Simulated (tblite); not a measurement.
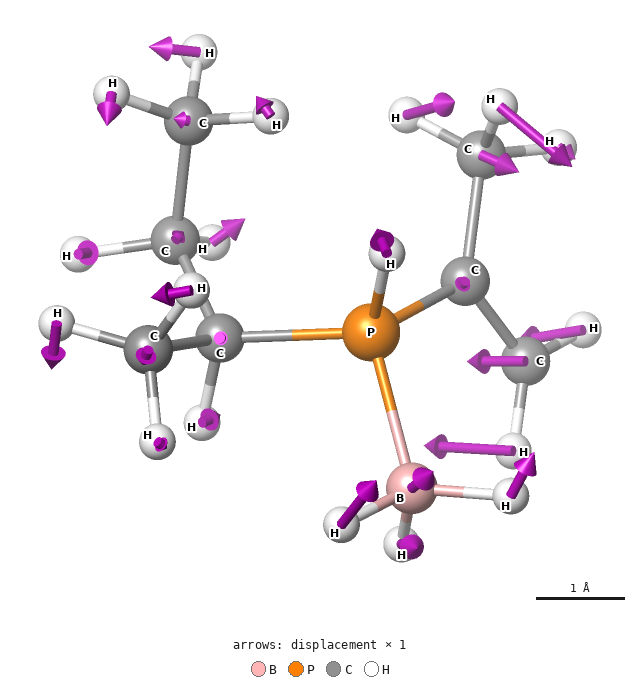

A relaxation of C₇H₁₈BP. The starting structure is drawn; purple arrows show the displacements, at their true length. The two geometries are superimposed by the best rigid fit.

Style: ball-and-stick. Shown at a tilt.

Method: tblite 0.8.0, GFN2-xTB geometry optimisation, gas phase. 

Atoms of which element are displaced furthest, and by how much?

Answer. Hydrogen: up to 1.24 Å, against 0.81 Å for carbon.

Describe the change and its energy.

Answer. The energy falls by 20.6 kcal/mol in 131 geometry steps. The largest move after the best rigid fit is that of an H atom, 1.24 Å. Largest moves by element: H 1.24 Å, C 0.81 Å, B 0.54 Å, P 0.07 Å. Among the contacts that change: C–P 1.784 → 1.856 Å, C–C 1.488 → 1.533 Å, H–P 1.435 → 1.395 Å, C–P 1.786 → 1.823 Å. Among the angles between lasting bonds that change: B–P–C 105.4° → 116.6°, C–P–C 114.2° → 103.8°, H–C–H 124.9° → 116.4°. Groups turn about C–P by about 45°, C–C by about 30°.
